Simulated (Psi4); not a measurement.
# C4F6 (hexafluoro-1,3-butadiene): r2SCAN/def2-SVP

Aim: the vertical ionisation energy of C4F6 (hexafluoro-1,3-butadiene) at r2SCAN/def2-SVP, from 2 runs. 

The results are computed with Psi4 1.11.

## 1. The system as given

C4F6 has 10 atoms, charge 0, and is taken as a singlet. As SMILES, `FC(F)=C(F)C(F)=C(F)F`. The shape is that of a PBE0-D4/def2-TZVP optimisation. This is one conformer, not always the lowest.

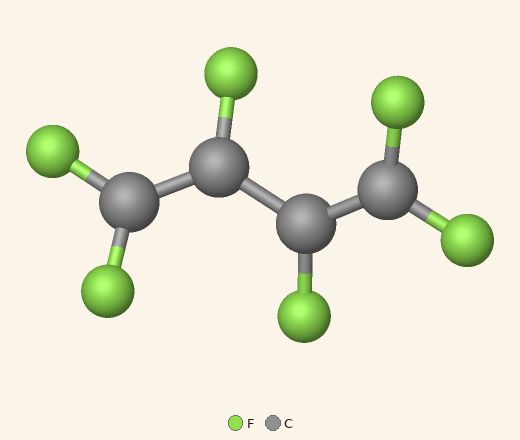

Viewed from a chosen angle; fluorine green, carbon grey.

## 2. Energy and gradient at r2SCAN/def2-SVP

File c4f6.py:

```python
import psi4

psi4.set_memory('2200 MB')
psi4.set_num_threads(1)
psi4.core.set_output_file('output.dat', False)

molecule = psi4.geometry("""
F     -2.053810     1.662800     1.377130
C     -0.968210     0.957120     1.216850
F     -0.221410     0.945930     2.287420
C     -0.667650     0.310880     0.093330
F     -1.492030     0.446590    -0.950910
C      0.469880    -0.568880    -0.081660
F      0.861420    -1.269360     0.988150
C      1.122480    -0.755840    -1.225950
F      0.870130    -0.099570    -2.325770
F      2.079220    -1.629640    -1.378580
symmetry c1
no_reorient
no_com
""")

options = {'basis': 'def2-SVP', 'puream': True, 'e_convergence': 1e-09, 'd_convergence': 1e-08, 'scf_type': 'pk', 'dft_radial_points': 99, 'dft_spherical_points': 590}
psi4.set_options(options)

result, w = psi4.gradient('R2SCAN', molecule=molecule, return_wfn=True)
psi4.oeprop(w, 'DIPOLE', 'MAYER_INDICES', 'WIBERG_LOWDIN_INDICES', title='R2SCAN')
print('gradient / Eh bohr^-1')
print(result.np.round(6))
print(f'energy = {w.energy():.10f} Eh')
```

Run with:

```bash
$ python c4f6.py
```

output.dat:

```text
[...]
  Running in c1 symmetry.
[...]
  Nuclear repulsion =  564.449320957718328
[...]
  Multiplicity = 1
[...]
  Nalpha       = 39
  Nbeta        = 39
[...]
    Number of basis functions: 140
[...]
   @RKS iter   1:  -750.32814498684888    1.77709e-01   4.05685e-03 DIIS/ADIIS
[...]
   @RKS iter  13:  -750.47729209024533   -1.25056e-12   1.52804e-09 DIIS
[...]
    Orbital Energies [Eh]
    ---------------------
    Doubly Occupied:
       1A    -24.562196     2A    -24.562143     3A    -24.560365
       4A    -24.560364     5A    -24.531645     6A    -24.531641
       7A    -10.236711     8A    -10.236677     9A    -10.164339
      10A    -10.164165    11A     -1.266092    12A     -1.265281
      13A     -1.206616    14A     -1.204429    15A     -1.197256
      16A     -1.190466    17A     -0.802604    18A     -0.750052
      19A     -0.645428    20A     -0.613250    21A     -0.584579
      22A     -0.576561    23A     -0.555597    24A     -0.546837
      25A     -0.521494    26A     -0.514877    27A     -0.508398
      28A     -0.452065    29A     -0.440036    30A     -0.439320
      31A     -0.434421    32A     -0.430662    33A     -0.429829
      34A     -0.413913    35A     -0.408784    36A     -0.404290
[...]
  @RKS Final Energy:  -750.47729209024533
   => Energetics <=
    Nuclear Repulsion Energy =            564.4493209577183279
    One-Electron Energy =               -2161.9550005600358418
    Two-Electron Energy =                 931.1426755381256726
    DFT Exchange-Correlation Energy =     -84.1142880260535293
    Empirical Dispersion Energy =           0.0000000000000000
    VV10 Nonlocal Energy =                  0.0000000000000000
    Total Energy =                       -750.4772920902453279
[...]
  -Total Gradient:
     Atom            X                  Y                   Z
    ------   -----------------  -----------------  -----------------
       1        0.005753469533    -0.002851249676    -0.000048329625
       2        0.002696249621    -0.006382050143    -0.010638471534
       3       -0.004702537261     0.000910766649    -0.004710880855
       4       -0.004763109512     0.007952467740     0.011856265766
       5        0.003283737580    -0.001288355364     0.005038715141
       6        0.008393927362    -0.003214418990    -0.012079229959
       7       -0.002316706400     0.002544596672    -0.005096463865
       8       -0.006388296658     0.001552360921     0.010871483922
       9        0.002310124376    -0.004030768819     0.004846498073
      10       -0.004255911620     0.004820943609    -0.000040219414
[...]
 Multipole Moments:
 ------------------------------------------------------------------------------------
     Multipole            Electronic (a.u.)      Nuclear  (a.u.)        Total (a.u.)
 ------------------------------------------------------------------------------------
 L = 1.  Multiply by 2.5417464519 to convert [e a0] to [Debye]
 Dipole X            :         -0.1834662            0.2469494            0.0634832
 Dipole Y            :         -0.2392393            0.3220660            0.0828267
 Dipole Z            :          0.0106556           -0.0143997           -0.0037441
 Magnitude           :                                                    0.1044241
[...]
```

On the terminal:

```text
gradient / Eh bohr^-1
[[ 5.7530e-03 -2.8510e-03 -4.8000e-05]
 [ 2.6960e-03 -6.3820e-03 -1.0638e-02]
 [-4.7030e-03  9.1100e-04 -4.7110e-03]
 [-4.7630e-03  7.9520e-03  1.1856e-02]
 [ 3.2840e-03 -1.2880e-03  5.0390e-03]
 [ 8.3940e-03 -3.2140e-03 -1.2079e-02]
 [-2.3170e-03  2.5450e-03 -5.0960e-03]
 [-6.3880e-03  1.5520e-03  1.0871e-02]
 [ 2.3100e-03 -4.0310e-03  4.8460e-03]
 [-4.2560e-03  4.8210e-03 -4.0000e-05]]
energy = -750.4772920902 Eh
```

Wall time 54 s (1 thread of Intel Xeon 6975P-C (Granite Rapids), shared host); peak memory 1.1 GiB.

## 3. The doublet cation

File calc.in:

```
memory 2.2 GB

molecule {
  1 2
  F     -3.88113841     3.14223660     2.60239854
  C     -1.82965173     1.80869467     2.29951323
  F     -0.41840426     1.78754863     4.32259733
  C     -1.26167565     0.58747806     0.17636814
  F     -2.81952807     0.84393279    -1.79695947
  C      0.88794451    -1.07502740    -0.15431504
  F      1.62784788    -2.39874275     1.86733287
  C      2.12117978    -1.42833059    -2.31670974
  F      1.64430739    -0.18816003    -4.39506833
  F      3.92915635    -3.07957328    -2.60513864
  units au
  symmetry c1
  no_reorient
  no_com
}

set {
  reference            uks
  puream               true
  e_convergence        1e-09
  d_convergence        1e-08
  scf_type             pk
  dft_radial_points    99
  dft_spherical_points 590
  maxiter              100
}

E, wfn = gradient('r2scan/def2-SVP', return_wfn=True)
oeprop(wfn, 'WIBERG_LOWDIN_INDICES', 'MAYER_INDICES', 'MULLIKEN_CHARGES', title='R2SCAN')
```

Run with:

```bash
$ psi4 -n 1 calc.in calc.out
```

calc.out, cut to the lines that bear on the results:

```text
[...]
  Running in c1 symmetry.
[...]
  Nuclear repulsion =  564.449321351638559
[...]
  Multiplicity = 2
[...]
  Nalpha       = 39
  Nbeta        = 38
[...]
    Number of basis functions: 140
[...]
   @UKS iter   1:  -750.07254911113239    4.33305e-01   2.95985e-03 DIIS/ADIIS
[...]
   @UKS iter  15:  -750.14634206504547   -7.38964e-12   6.92923e-09 DIIS
[...]
   @S^2 Observed:                7.552282477E-01
[...]
  @UKS Final Energy:  -750.14634206504547
   => Energetics <=
    Nuclear Repulsion Energy =            564.4493213516385595
    One-Electron Energy =               -2143.8007109858185686
    Two-Electron Energy =                 912.8461316636836500
    DFT Exchange-Correlation Energy =     -83.6410840945490008
    Empirical Dispersion Energy =           0.0000000000000000
    VV10 Nonlocal Energy =                  0.0000000000000000
    Total Energy =                       -750.1463420650454736
[...]
 Multipole Moments:
[...]
  -Total Gradient:
     Atom            X                  Y                   Z
    ------   -----------------  -----------------  -----------------
       1       -0.024857261530     0.017377494581     0.011679479318
       2        0.029790384763    -0.048255828958    -0.091624946513
       3        0.010495100081     0.004170148470     0.025991564382
       4       -0.011111539372     0.039595364200     0.077813475955
       5       -0.015196296545    -0.004191237248    -0.016828099693
       6        0.037686089571    -0.004922376074    -0.079390793355
       7        0.000659854089    -0.014780945364     0.017685912770
       8       -0.050303332022     0.021483498782     0.092850391051
       9        0.000148483954     0.009716405928    -0.026626289228
      10        0.022725721279    -0.020143959991    -0.011552882692
[...]
  Mulliken Charges: (a.u.)
   Center  Symbol    Alpha    Beta     Spin     Total
       1     F     4.54117  4.49362  0.04754 -0.03479
       2     C     2.85573  2.61631  0.23943  0.52796
       3     F     4.54407  4.50141  0.04266 -0.04549
       4     C     2.98743  2.85993  0.12750  0.15264
       5     F     4.57159  4.52872  0.04287 -0.10032
       6     C     2.98743  2.85994  0.12749  0.15263
       7     F     4.57160  4.52873  0.04287 -0.10032
       8     C     2.85573  2.61631  0.23942  0.52796
       9     F     4.54408  4.50142  0.04266 -0.04549
      10     F     4.54116  4.49362  0.04754 -0.03478
[...]
```

Run time: 86 s. Hardware: 1 thread of Intel Xeon 6975P-C (Granite Rapids), shared host; peak memory 1.1 GiB.

## 4. Outcome

Level: r2SCAN/def2-SVP.

| quantity | value |
| --- | --- |
| singlet C4F6: total energy | -750.47729 Eh |
| singlet C4F6: dipole moment | 0.27 D |
| singlet C4F6: HOMO energy | -5.97 eV |
| singlet C4F6: LUMO energy | -1.63 eV |
| singlet C4F6: HOMO–LUMO gap | 4.35 eV |
| singlet C4F6: largest force on an atom | 0.774 eV/Å |
| doublet cation: total energy | -750.14634 Eh |
| doublet cation: HOMO energy (highest over α and β) | -12.97 eV |
| doublet cation: LUMO energy (lowest over α and β) | -12.01 eV |
| doublet cation: ⟨S²⟩ | 0.755 |
| doublet cation: largest force on an atom | 5.541 eV/Å |
| vertical ionisation energy (to the doublet cation) | 9.006 eV |

**Reading.** Removing an electron at fixed nuclei costs 9.01 eV (869 kJ/mol). The largest force (singlet C4F6) is 0.77 eV/Å: the shape isn't a stationary point for this species at this level. −ε(HOMO) before ionisation, 5.97 eV, is 3.03 eV below this ionisation energy.
